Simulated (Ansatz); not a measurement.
**LaP5: a short molecular-dynamics run**

A trajectory of LaP5, a randomly packed cell with 12 atoms that was not relaxed first: 40 steps of 1.5 fs under a Nosé-Hoover thermostat at 1200 K.

Program: Ansatz 0.2.0. Level of theory: DFT PBE, plane waves, PAW, scalar-relativistic, no spin polarisation. These are calculated values, not measurements.

## 1. The starting structure

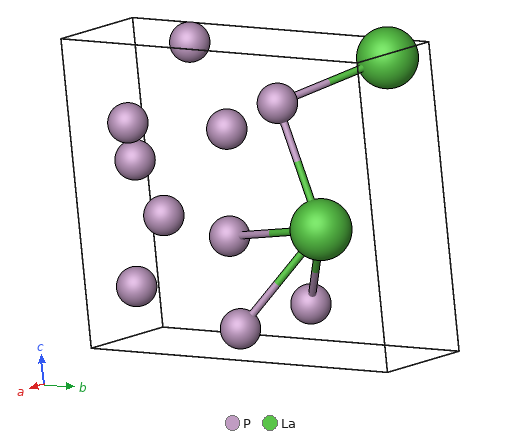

The starting structure, seen slightly off an axis (phosphorus pink, lanthanum green). Each atom of the cell is drawn once.

As a file:

```xyz
12
Lattice="4.4461 -0.9448 -1.6179 0.4011 7.3185 -0.1730 4.4460 -0.7876 6.5835" Properties=species:S:1:pos:R:3 pbc="T T T"
P     2.3176    3.8400    0.1803
P     6.4490    3.1998    4.1501
La    4.9149    5.5019    5.7945
La    5.5034    4.4245    1.3265
P     4.1773    2.5034   -0.9603
P     6.6723   -0.3424    3.3634
P     3.5729   -0.5890    3.1440
P     6.2183    0.8778    5.5550
P     5.1568    0.5151    1.4783
P     4.4146    1.6992    3.8734
P     2.9260    1.7931    1.5717
P     3.1127   -0.3035    0.1348
```

## 2. Dynamics

The input, input.yaml:

```yaml
crystal:
  lattice:
    - [4.446084, -0.944753, -1.61785]
    - [0.401058, 7.318543, -0.172975]
    - [4.446042, -0.787592, 6.583549]
  atoms:
    - { symbol: P, position: [0.341993, 0.582476, 0.126732] }
    - { symbol: P, position: [0.602199, 0.600413, 0.794134] }
    - { symbol: La, position: [0.10002, 0.864492, 0.927441] }
    - { symbol: La, position: [0.762063, 0.746879, 0.408385] }
    - { symbol: P, position: [0.828619, 0.456531, 0.069754] }
    - { symbol: P, position: [0.782398, 0.130247, 0.706565] }
    - { symbol: P, position: [0.260651, 0.011485, 0.541913] }
    - { symbol: P, position: [0.419513, 0.276771, 0.954127] }
    - { symbol: P, position: [0.731267, 0.208874, 0.409739] }
    - { symbol: P, position: [0.292803, 0.341994, 0.669277] }
    - { symbol: P, position: [0.306794, 0.319316, 0.322518] }
    - { symbol: P, position: [0.541344, 0.045061, 0.15469] }
kpoints:
  mp_grid: { grid: [3, 2, 2] }
magnetization:
  spin_polarized: false
scf:
  occupations: { method: cold, width: 0.15 }
hamiltonian:
  pseudopotentials: { kind: paw }
  xc: pbe
basis:
  ecutwfc: 420
md:
  timestep: 1.5
  n_steps: 40
  ensemble: nvt_nose_hoover
  temperature: 1200.0
  initial_velocities: maxwell_boltzmann
  seed: 681982
```

Command:

```bash
> ansatz run input.yaml --threads 2 --pin off --max-ram 2560MiB --backend cpu --events-out ev --progress --plain --runs-dir out
```

**Question.** What will these runs give? Wanted: temperature, first and last step; temperature, second half; potential energy, second half; largest change of the conserved energy; mean square displacement, second half.

The runs gave:

```
                              quantity                             value
                                length                40 steps of 1.5 fs
      temperature, first and last step                   1200 and 2479 K
              temperature, second half  mean 2072 K, from 1624 to 2479 K
         potential energy, second half      -115 meV/atom from the start
largest change of the conserved energy                     0.17 meV/atom
 mean square displacement, second half              P 0.206, La 0.049 Å²
```

In words: Against a set 1200 K the second half averages 2072 K, going from 1624 to 2479 K over that half; the potential energy of that half lies 115 meV/atom under the start, so the atoms have moved to lower-lying arrangements, and the energy set free heats the cell. The conserved energy strays from its start by at most 0.17 meV/atom, under 0.1 % of the mean kinetic energy, which is good for a step of 1.5 fs. Over the second half P atoms stand 0.5 Å (root mean square) from where they began, and the farthest move is 1.0 Å. Averages from a run of 60 fs with 12 atoms are rough. The k-mesh is coarse.
